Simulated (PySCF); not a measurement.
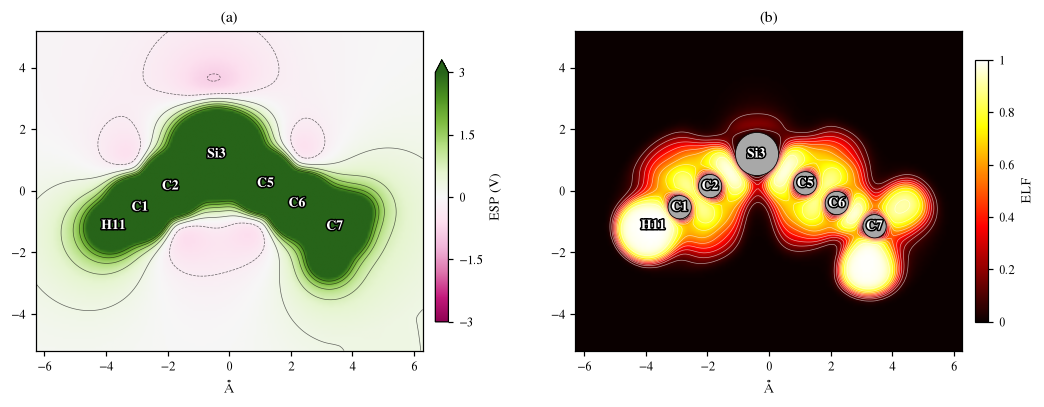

*C₆H₅FO₂Si. (a) electrostatic potential; (b) electron localisation function on the plane of atoms C2, Si3 and C5. Grey discs cover the atomic cores in the ELF map.*

Geometry: GFN2-xTB.

Computed with PBE0/pcSseg-1, SCF density, gas phase, non-relativistic (PySCF 2.14.0).

```
atom    x (Å)    y (Å)    z (Å)
   C   0.2378   3.0790  -1.5485
   C   0.5076   2.2401  -0.7315
  Si   0.9246   0.9101   0.4755
   F   1.5664   1.5623   1.7940
   C  -0.4826  -0.1795   0.9160
   C  -1.4096  -0.9065   1.1723
   C  -2.5136  -1.7744   1.4925
   O   2.2569   0.0444  -0.0267
   C   2.3755  -0.7169  -1.0841
   O   1.5288  -0.9317  -1.8967
   H   0.0049   3.8222  -2.2558
   H  -2.4812  -2.0417   2.5482
   H  -3.4546  -1.2675   1.2821
   H  -2.4568  -2.6820   0.8928
   H   3.3916  -1.1498  -1.1312
```

Describe what can be read from this map.

The plane passes through C, Si and H nuclei.
C–C (1.20 Å): the ELF peaks at about 0.85 between the atoms; a multiple bond.
C–Si (1.83 Å): the ELF peaks at about 0.95 between the atoms; a shared electron pair.
C–H (1.05 Å): the ELF climbs to about 1 towards the hydrogen, as it does in any bond to H; an ordinary covalent bond to hydrogen.
Outside the dense part of the molecule the potential is most negative (−0.8 V) near O8, which lies off the plane.
